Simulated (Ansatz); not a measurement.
Input

```
crystal:
  periodic: [false, false, false]
  atoms:
    - { symbol: W, position_ang: [-0.167221, -0.038919, -0.450473] }
    - { symbol: H, position_ang: [0.94469, -0.079345, 2.24522] }
    - { symbol: H, position_ang: [1.521246, 0.181861, 1.917136] }
    - { symbol: H, position_ang: [0.73267, 1.433394, -0.474078] }
    - { symbol: H, position_ang: [-1.741039, 0.158393, 0.150619] }
    - { symbol: F, position_ang: [0.561588, -1.708026, -0.557941] }
    - { symbol: H, position_ang: [-0.952234, -0.077358, -1.930782] }
basis:
  gaussian: { orbitals: def2-TZVP }
hamiltonian:
  xc: b3lyp
  dispersion: d4
relax:
  f_tol: 0.03
  max_steps: 50
output:
  orbitals: {}
```

Run with:

```sh
ansatz run input.yaml --threads 4 --pin off --max-ram 5120MiB --backend cpu --events-out ev --progress --plain --runs-dir out
```

The fields are those of the run's last geometry, not of the input's.

Core potentials replace the inner electrons of W.

Theory: RKS B3LYP-D4/def2-TZVP (Ansatz).

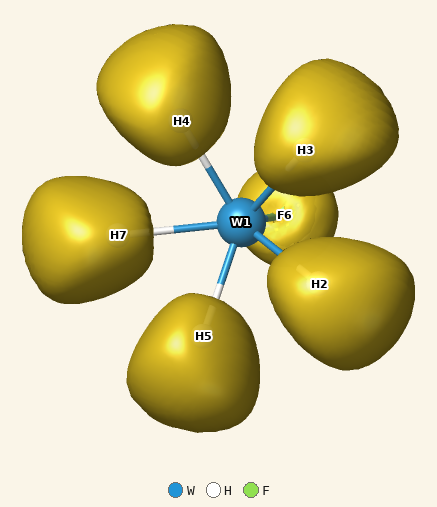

FH5W. Isosurface of the ELF at 0.8 (yellow), seen at an oblique angle. Core shells and regions of very low density are left out.

Q: Describe the localisation domains.

A: At this value the surface marks out five regions around hydrogen nuclei and one region wrapped around F (its valence shell).

Values along the shortest contacts:
W–F (1.83 Å): the ELF peaks at about 0.85 in the valence shell of F, 0.5 Å from its nucleus, and drops to about 0.20 between the two atoms. W–H (1.69 Å): the ELF climbs to about 1 towards the hydrogen.
